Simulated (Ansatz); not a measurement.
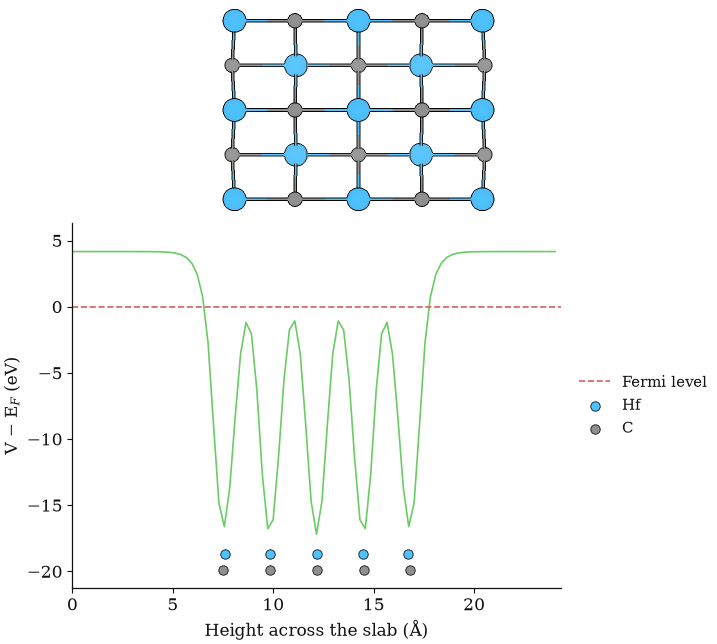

Plane-averaged electrostatic potential energy of an electron across the slab; circles at the bottom mark the heights of the atoms. The structure is drawn too.

The Ansatz input:

```
crystal:
  lattice:
    - [3.2891025716, 0.0, 0.0]
    - [0.0, 3.2891025716, 0.0]
    - [0.0, 0.0, 24.3029869297]
  atoms:
    - { symbol: Hf, position: [0.0, 0.0, 0.3120466943] }
    - { symbol: C, position: [0.5, 0.5, 0.3084253747] }
    - { symbol: Hf, position: [0.5, 0.5, 0.4051405472] }
    - { symbol: C, position: [0.0, 0.0, 0.4037212159] }
    - { symbol: Hf, position: [0.0, 0.0, 0.4999999994] }
    - { symbol: C, position: [0.5, 0.5, 0.4999999995] }
    - { symbol: Hf, position: [0.5, 0.5, 0.5948594529] }
    - { symbol: C, position: [0.0, 0.0, 0.5962787849] }
    - { symbol: Hf, position: [0.0, 0.0, 0.6879533048] }
    - { symbol: C, position: [0.5, 0.5, 0.6915746263] }
basis:
  ecutwfc: 420
kpoints:
  mp_grid: { grid: [11, 11, 1] }
  band_path:
    path: [[0.5, 0, 0], [0, 0, 0], [0.5, 0.5, 0], [0.5, 0, 0]]
    npoints: 12
hamiltonian:
  xc: pbe
scf:
  occupations: { method: gaussian, width: 0.1 }
  n_extra_bands: 26
output:
  forces: true
  eigenvalues: true
  populations: true
  fatbands: true
  write_density: true
  write_potential: true
  elf: true
  volumetric_format: npy
efield:
  axis: 3
  dipole_correction: true
  ramp_width: 0.04
```

Command:
```bash
ansatz run input.yaml --threads 2 --pin off --max-ram 5632MiB --backend cpu --events-out ev --progress --plain --runs-dir out
```

What is the work function?

The work function is 4.16 eV, the same on both faces. The two vacuum levels agree, so the slab has no net dipole along its normal.

How thick are slab and vacuum?

The outermost atoms are 9.3 Å apart, which leaves 15.0 Å of vacuum in a cell 24.3 Å high.

Spin-orbit coupling is left out, which matters for Hf.
